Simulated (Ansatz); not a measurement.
**What Ta → Cr does to Ta**

Start from Ta in the bcc (W type) structure (space group Im-3m, No. 229; a = 3.3051 Å).

Now apply this change: Cr takes the place of Ta on all its sites, then cell and atoms are relaxed.

All numbers come from r2SCAN, PAW, 500 eV (Ansatz, a program for electronic structure; spin-orbit coupling left out), earlier PAW set. k-mesh 23×23×23 (Γ-centred); smearing 0.05 eV (Fermi–Dirac), for the changed cell.

```json
{
  "volume_per_atom": "11.34 Å³ (base 18.05 Å³)",
  "density": "7.61 g/cm³ (base 16.64 g/cm³)",
  "lattice_parameter_a": "2.831 Å (base 3.305 Å)",
  "space_group": "Im-3m (No. 229) (base Im-3m (No. 229))",
  "band_gap": "zero (base zero)"
}
```

Final structure:

```
Cr
1.0
   -1.41545     1.41545     1.41545
    1.41545    -1.41545     1.41545
    1.41545     1.41545    -1.41545
Cr
1
Direct
  0.00000   0.00000   0.00000
```

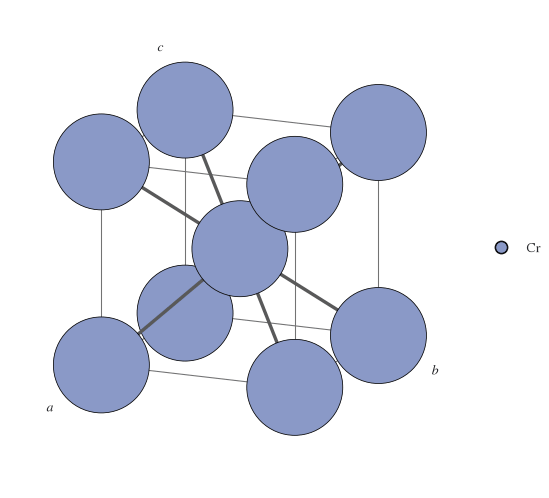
The relaxed conventional cell after the change

Stability against distortions was not tested. Starting moments died away, wholly or in part, for Ta → Cr; another magnetic solution may exist. All final runs are without spin polarisation. Real Cr is antiferromagnetic at low temperature and ambient pressure, an order that this cell doesn't hold.
